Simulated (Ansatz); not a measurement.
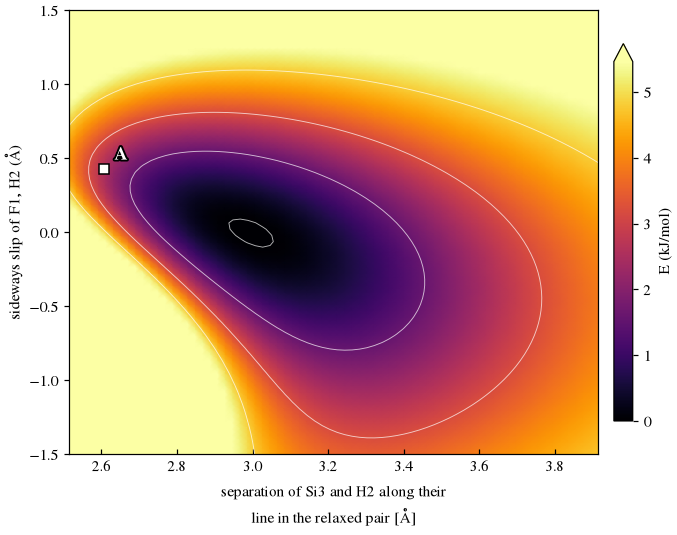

The pair FH···H₄Si. Coordinates scanned: (1) separation of Si3 and H2 along their line in the relaxed pair; (2) sideways slip of F1, H2. Nothing is relaxed (both partners rigid). The grid has 15 × 15 points. Points are written as (first, second). Energies: kJ/mol, counted from the lowest grid point. Theory: RKS BHLYP-D4/def2-TZVPD (Ansatz 0.2.0).

The picture shows a smooth colour map with a few white contour lines, one colour for all values above the top of the scale, the point A. Between grid points the surface is interpolated.

> Which way does the force act at A, and how strong is it?

A, at (2.606 Å, 0.429 Å), is not a stationary point. The computed force is 14 kJ/mol for each Å towards larger values of the first coordinate and 1.4 kJ/mol for each Å towards smaller values of sideways slip of F1, H2.
